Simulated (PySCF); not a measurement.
**CCl3, doublet, SMILES `Cl[C](Cl)Cl`: what the electrons do**

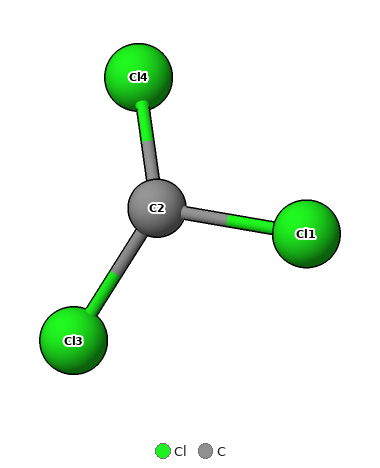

The molecule, with its atoms numbered as below. No frequency check shows the geometry to be a minimum.

Cartesian coordinates (Å):

```
Cl1     -1.6184   -0.4342    0.0358
C2      -0.0002    0.0000   -0.3041
Cl3      1.1853   -1.1844    0.0358
Cl4      0.4332    1.6185    0.0358
```

### 1. Bonding charge

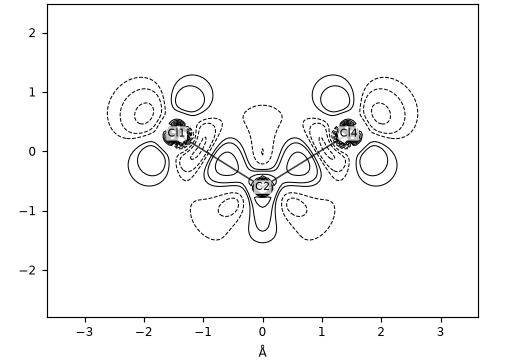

Deformation density (molecule less spherical, spin-averaged free atoms) in the plane of Cl1, C2 and Cl4; contours at ±0.05 to ±0.8 e/Å³; solid lines: gain, dashed lines: loss.

Method: ωB97X/def2-SVPD; geometry: GFN2-xTB; program: PySCF. The stability of the open-shell solution wasn't checked. GFN2-xTB doesn't know the spin state, so this open-shell geometry is rough.

Q: How much density has each bond in this plane gained at its critical point, relative to the free atoms?

A: Cl1–C2 and C2–Cl4: +0.27 e/Å³ at the bond critical point (bond length 1.71 Å). In all, 1.0 electrons gather in the regions of gain relative to the promolecule.

Q: Where do the Hirshfeld charges lie?

A: The highest Hirshfeld charge is on C2 (+0.04 e), the lowest on Cl1, Cl3 and Cl4 (−0.01 e).

| atom | charge (e) |
| --- | --- |
| Cl1 | −0.01 |
| C2 | +0.04 |
| Cl3 | −0.01 |
| Cl4 | −0.01 |

### 2. Bond critical points

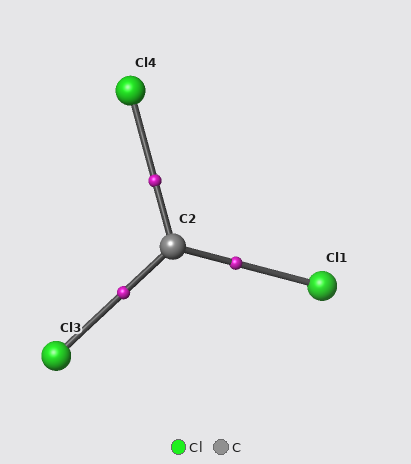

Molecular graph of the electron density (QTAIM): bond paths, bond critical points (magenta), ring points (cyan, if any); weak paths are dashed.

Q: How many critical points of each kind are there, and does the count close?

A: 4 nuclei, 3 bond, 0 ring and 0 cage critical points: 4 − 3 + 0 − 0 = 1, as the Poincaré–Hopf relation requires.

Q: What does the calculation give at each kind of bond critical point?

A:
| bond | length (Å) | ρ (a.u.) | ∇²ρ (a.u.) | ε | H (a.u.) |
| --- | --- | --- | --- | --- | --- |
| Cl1–C2 (3 alike) | 1.710 | 0.214 | −0.33 | 0.13 | −0.157 |

Q: What kind of interaction is Cl1–C2?

A: Shared-shell (covalent): ρ = 0.214, ∇²ρ = −0.33, H = −0.157 a.u.

### 3. Electrostatic potential

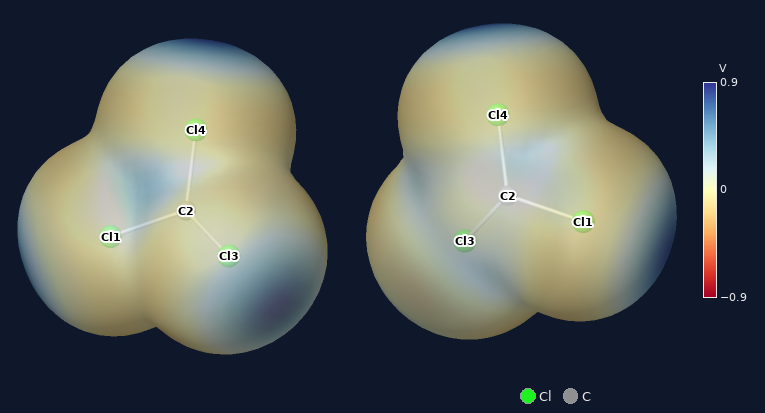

Electrostatic potential on the surface of electron density 0.001 a.u. (back view left, front view right).

Q: Where are the extremes of the potential on the surface?

A: Highest: 0.83 V, 1.9 Å from Cl1, and at like points elsewhere. Further maxima include 0.47 V, 2.0 Å from C2; 0.28 V, 2.0 Å from C2. Lowest: −0.16 V, 2.1 Å from Cl3, and at like points elsewhere. Further minima include 0.07 V, 2.0 Å from C2. The surface is sampled at points, so like sites can differ by a few per cent and only the strongest of them is named.

Q: Does Cl1 carry a σ-hole?

A: Yes: a local maximum of +0.83 V lies on the extension of the C2–Cl1 bond.

Q: What volume does the surface enclose, and what is the dipole moment?

A: About 102 Å³; the dipole moment is 0.1 D.

### 4. Spin density

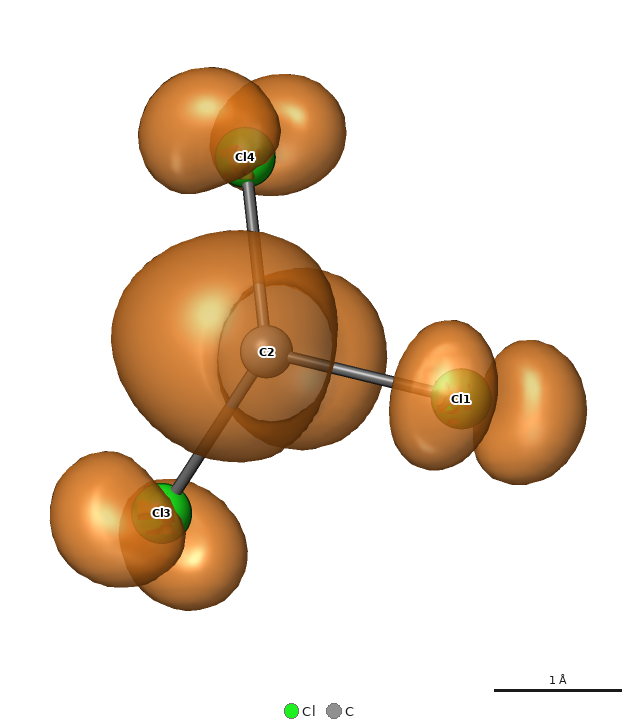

Spin density ρα − ρβ at ±0.03 e/Å³ (orange: excess α, blue: excess β).

Q: Give the atomic spin populations that go with this picture.

A: Hirshfeld spin populations: C2 +0.62 and Cl1, Cl3 and Cl4 +0.12. ⟨S²⟩ = 0.76, against 0.75 for a pure state.

### 5. In an electric field

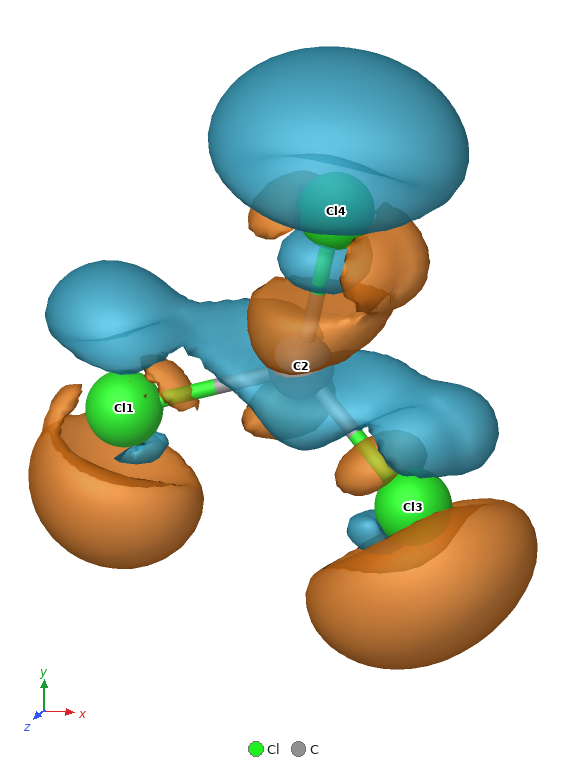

Change of the electron density in a uniform field of 0.26 V/Å, surfaces at ±0.002 e/Å³ (light blue: gain, orange: loss).

Computed with PySCF, B3LYP/def2-SVPD, geometry: GFN2-xTB. The stability of the open-shell solution wasn't checked. GFN2-xTB doesn't know the spin state, so this open-shell geometry is rough.

Q: Along which Cartesian direction does the field point?

A: Along −y: electrons gather on the +y side, against the field.

Q: What dipole is induced, and what polarisability does it imply?

A: The induced dipole is 0.81 D (along the field); α along this axis, from the fields in both directions, is 64 bohr³ (9.4 Å³).

Q: Which atoms gain and lose the most charge?

A: Electrons gather most on Cl4 (Hirshfeld charge changes by −0.031 e) and leave Cl3 most (+0.023 e); 0.062 electrons are displaced in all.
